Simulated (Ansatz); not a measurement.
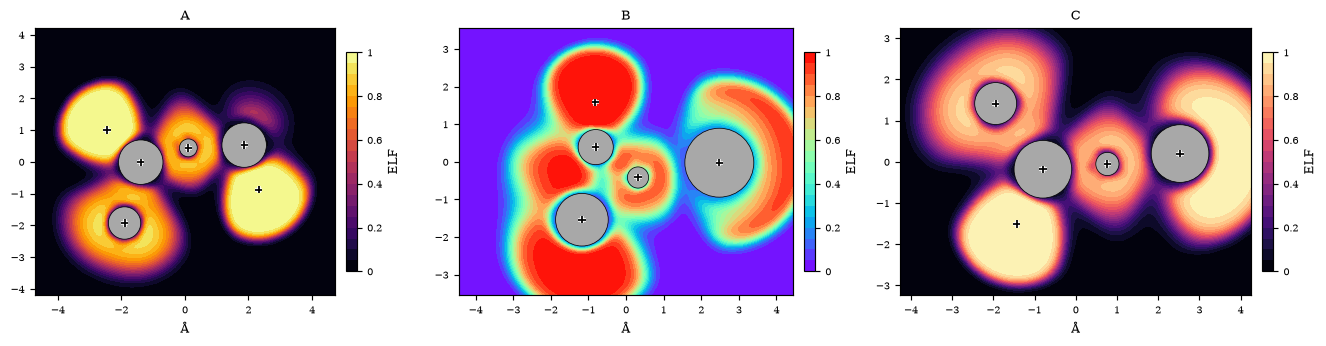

The electron localisation function of 3 systems, each on a plane through atoms (crosses mark nuclei in the plane; grey discs cover the cores).

Theory: Ansatz 0.2.0, isolated molecule in a Gaussian basis; Kohn-Sham density functional theory, functional PBE0.

System 1: ClH4OSi2 (SMILES [SiH3]O[SiH+]Cl) (charge +1), the plane of atoms Cl1, Si4 and O2. Geometry: B3LYP-D3(BJ)/def2-SVP.

```xyz
8

Cl    1.1334   -3.3302    2.9650
O    -0.3651   -0.7392    2.1521
Si   -2.0062   -0.4195    1.6053
Si    0.9702   -1.3804    2.6515
H    -2.6634   -1.7433    1.5700
H    -2.5465    0.4940    2.6325
H    -1.8195    0.1962    0.2758
H     2.1348   -0.5253    2.8960
```

System 2: BGaHOSi (charge +1), the molecular plane. Geometry: PBE0-D3(BJ)/pcseg-1.

| atom | x (Å) | y (Å) | z (Å) |
| --- | --- | --- | --- |
| B | 0.6990 | -1.1337 | 0.6484 |
| Ga | -0.6122 | 0.3305 | -2.0175 |
| O | 0.4039 | -0.0058 | -0.0981 |
| Si | 1.3011 | 0.5628 | 1.4363 |
| H | 0.4312 | -2.2597 | 0.3659 |

System 3: ClFHOSi2 (SMILES F[Si]O[SiH+]Cl) (charge +1), the plane of atoms Cl1, Si5 and H6. Geometry: PBE0-D3(BJ)/pcseg-1.

| atom | x (Å) | y (Å) | z (Å) |
| --- | --- | --- | --- |
| Cl | -0.4353 | 0.7050 | -2.1164 |
| F | -0.2668 | -2.4448 | 1.5557 |
| O | -1.5520 | -1.6054 | -0.4088 |
| Si | -1.0971 | -3.1575 | 0.3652 |
| Si | -1.7681 | -0.1482 | -0.9551 |
| H | -3.0042 | 0.5836 | -0.6362 |

Which map belongs to which system?

Panel A is system 1, ClH4OSi2: the plane holds Cl, O, Si and H. Si–O (1.56 Å): the ELF peaks at about 0.85 between the atoms, as expected for a short, strongly polar bond. Panel B is system 2, BGaHOSi: the plane holds B, Ga, O, Si and H. B–O (1.38 Å): the ELF peaks at about 0.90 between the atoms: a shared but strongly polarised pair. Panel C is system 3, ClFHOSi2: the plane holds Cl, O, Si and H. Si–O (1.57 Å): the ELF peaks at about 0.85 between the atoms (a polar covalent bond).
